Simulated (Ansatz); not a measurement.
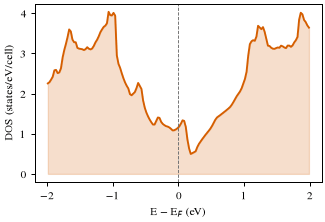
Fig. 1. Density of states of WP2 (Cmc2_1) near the Fermi level, PBEsol, rigid bands in Ansatz (a first-principles code).

Problem. With 6 atoms a cell, what bare Sommerfeld coefficient γ = (π²/3) k_B² N(E_F) follows?

Solution. N(E_F) ≈ 1.17 states/eV a cell at 300 K, so γ ≈ 0.46 mJ/(mol of atoms·K²), before electron-phonon enhancement.

Problem. How far does the Fermi level move in a rigid band for 0.1 electron a cell added or removed?

Solution. 83 meV and -88 meV.

A metal at this level (no band gap); rigid bands, thermally averaged at 300 K, both spins. Spin-orbit coupling is left out, which matters with elements this heavy. Geometry: cell and atoms relaxed with PBEsol.

Formula and space group known from diffraction (Crystallography Open Database), not checked to be the room-temperature form: WP2 (Cmc2_1).
